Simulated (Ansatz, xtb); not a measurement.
Breaking the Mg1–H2 bond in BrHMg (SMILES [MgH][Br]) (multiplicity 1 held, fragments rigid). Energies count from the point at 1.681 Å.
Geometry at that point (charge 0, multiplicity 1):
```
atom   x (Å)   y (Å)    z (Å)
----  ------  ------  -------
Mg    0.0000  0.0000  -1.6767
H     0.0000  0.0000  -3.3577
Br    0.0000  0.0000   0.6708
```

Unrestricted levels (U-) break spin symmetry where that is lower. Active spaces are followed from a long bond inwards. Curves can end on different states.

Frozen-core correlation. Filled d and f shells under p-block atoms count as core.

Programs: Ansatz (Gaussian basis) for Hartree–Fock, density functionals and correlated methods; xtb for the GFN methods. Values without a source in brackets are computed. The GFN methods have no spin term and hold the electronic entropy of 300 K.

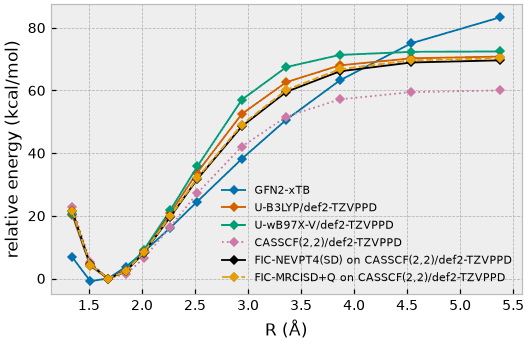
Figure. Relative energy along the coordinate

### Question
Read off the GFN2-xTB curve at R = 1.345.

### Answer
about 6.7 kcal/mol

Doubts at one or more of the structures used: a spin-contaminated determinant (U-B3LYP/def2-TZVPPD, U-wB97X-V/def2-TZVPPD).

Ansatz is a quantum-chemistry and plane-wave program.
